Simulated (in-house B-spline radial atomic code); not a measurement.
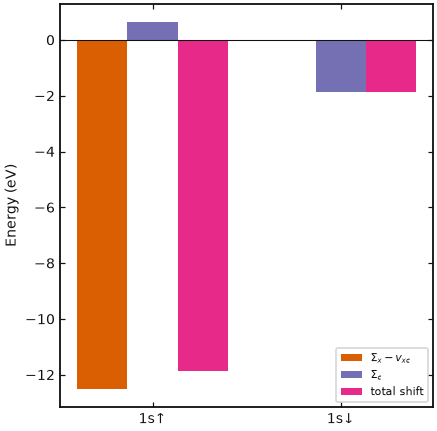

Parts of the G₀W₀ correction to each level for He⁺ (1s). All-electron spherical atom, non-relativistic, BLYP start, no spin-orbit coupling, Breit or QED terms; computed with a B-spline radial code. The quasi-particle equation is solved at full frequency; levels of low quasi-particle weight Z are left out.

> What does the figure show?

G₀W₀ moves the highest occupied level, 1s↑, from −41.89 to −53.76 eV (renormalisation factor Z = 0.95); the tabulated theoretical removal energy is 54.42 eV, so the error is −0.65 eV. The empty level 1s↓ goes from −22.44 to −24.30 eV.

| Level | Mean field (eV) | Σx − vxc (eV) | Σc (eV) | Z | G₀W₀ (eV) |
| --- | --- | --- | --- | --- | --- |
| 1s↑ | −41.89 | −12.51 | 0.64 | 0.95 | −53.76 |
| 1s↓ | −22.44 | 0.00 | −1.86 | 0.98 | −24.30 |

Known limits: one electron: RPA and GW hold self-correlation, the exact correlation energy is zero.
